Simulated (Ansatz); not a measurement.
**CH₂BClFN: one species, many methods**

How much do the methods differ for CH₂BClFN? The plan is to run it at one geometry with functionals of several rungs and with coupled cluster. The yardstick is the atomisation energy at the CCSD(T) limit.

Computed with Ansatz 0.2.0, Gaussian basis. Level: functionals in def2-TZVPP, the program's frozen cores in correlated methods.

Plan: LDA (SPW92), PBE-D4, revPBE-D4, BLYP-D4, r2SCAN-D4, B97M-V, PBE0-D4, B3LYP-D4, r2SCANh-D4, r2SCAN0-D4, HSE06-D4, BHLYP-D4, CAM-B3LYP-D4, LC-ωPBE, ωB97X-V, ωB97M-V, B2PLYP, PBE-QIDH; CCSD(T)/def2-SVP; CCSD(T)/def2-TZVPP; MP2/def2-QZVPP; extrapolation to the limit; RPA on PBE.

## Step 1: Structure used throughout

The geometry comes from an earlier relaxation with PBE0-D4 in a triple-zeta def2 set; it is a stationary point, not always the lowest conformer.

7 atoms, charge 0, spin multiplicity 1.

Atoms are counted from 1 here; the program's logs count them from 0.

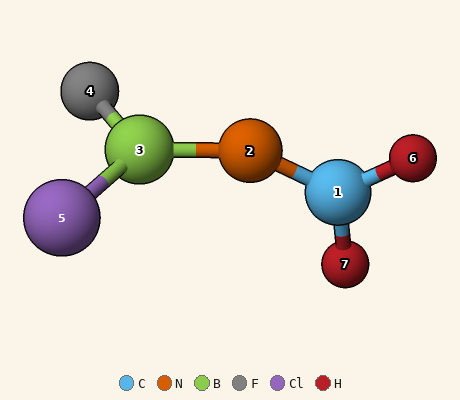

The geometry (carbon blue, nitrogen orange, boron green, fluorine grey, chlorine purple, hydrogen red); atoms are numbered from 1 in the order of the file.

Geometry (Å):

```tsv
atom	x (Å)	y (Å)	z (Å)
C1	-1.2545	-0.4039	-0.0233
N2	-0.2289	0.2973	-0.0710
B3	1.1382	0.4446	0.0897
F4	1.6430	0.9347	1.2135
Cl5	2.2335	0.1035	-1.2462
H6	-2.2265	0.0053	-0.3152
H7	-1.2436	-1.4497	0.3067
```

## Step 2: LDA

This LDA is Slater exchange with PW92 correlation.

Input file in.yaml:

```yaml
crystal:
  periodic: [false, false, false]
  atoms:
    - {symbol: C, position_ang: [-1.254469, -0.403912, -0.023267]}
    - {symbol: N, position_ang: [-0.228868, 0.297316, -0.070989]}
    - {symbol: B, position_ang: [1.138186, 0.444628, 0.089691]}
    - {symbol: F, position_ang: [1.643006, 0.934741, 1.213512]}
    - {symbol: Cl, position_ang: [2.233548, 0.103533, -1.246231]}
    - {symbol: H, position_ang: [-2.226464, 0.005311, -0.315239]}
    - {symbol: H, position_ang: [-1.243639, -1.449717, 0.306723]}
basis:
  gaussian: {orbitals: def2-TZVPP}
hamiltonian: {xc: lda}
output: {orbitals: {seedname: orbitals}}
```

Started as:

```sh
ansatz run in.yaml --threads 2 --pin off --events-out ev --progress --plain --max-ram 4352MiB
```

The runs that follow: PBE-D4 (GGA); revPBE-D4 (GGA); BLYP-D4 (GGA); r2SCAN-D4 (meta-GGA); B97M-V (meta-GGA); PBE0-D4 (hybrid); B3LYP-D4 (hybrid); r2SCANh-D4 (hybrid); r2SCAN0-D4 (hybrid); HSE06-D4 (hybrid); BHLYP-D4 (hybrid); CAM-B3LYP-D4 (range-separated); LC-ωPBE (range-separated); ωB97X-V (range-separated); ωB97M-V (range-separated); B2PLYP (double hybrid); PBE-QIDH (double hybrid); CCSD(T) in def2-SVP; CCSD(T) in def2-TZVPP; MP2 in def2-QZVPP; RPA on PBE orbitals.

Q: Predict the results of all the runs planned. Wanted: atomisation energy, CCSD(T)/CBS; farthest beyond LDA; mean size of error, GGA; mean size of error, meta-GGA; mean size of error, hybrid; mean size of error, range-separated; mean size of error, double hybrid; gap, smallest and largest; T1 diagnostic.

**Answer**, as computed:

| quantity | value |
| --- | --- |
| atomisation energy, CCSD(T)/CBS | 699.8 kcal/mol |
| functionals within 3.5 kcal/mol (0.5 %) | r2SCANh-D4, B2PLYP, PBE-QIDH |
| farthest beyond LDA | PBE-D4 (+32.8 kcal/mol) |
| mean size of error, GGA | 18.4 kcal/mol |
| mean size of error, meta-GGA | 9.2 kcal/mol |
| mean size of error, hybrid | 10.3 kcal/mol |
| mean size of error, range-separated | 7.1 kcal/mol |
| mean size of error, double hybrid | 0.7 kcal/mol |
| gap, smallest and largest | 3.74 eV (LDA (SPW92)), 11.57 eV (LC-ωPBE) |
| T1 diagnostic | 0.0132 |
| triples share of the correlation energy | 4.0 % |

**Reading.** The LDA atomisation energy is off by 123.2 kcal/mol (18 %): it overbinds. PBE-D4 is off by +32.8 kcal/mol. Double hybrids carry the basis error of their MP2 part in triple zeta, and no dispersion term here, so their miss is partly the set-up's. By mean error the best rung here is double hybrid (0.7 kcal/mol) and the worst beyond LDA is GGA (18.4 kcal/mol). Misses under about 3.5 kcal/mol are within the doubt on the reference itself, which lacks core-valence correlation, relativity and higher excitations. Hartree-Fock recovers 72 % of the binding; the rest is correlation. CCSD(T) in def2-SVP is off by -31.3 kcal/mol, which most functionals beat. The gap grows from 3.7 to 11.6 eV across the functionals, mostly with the share of exact exchange.
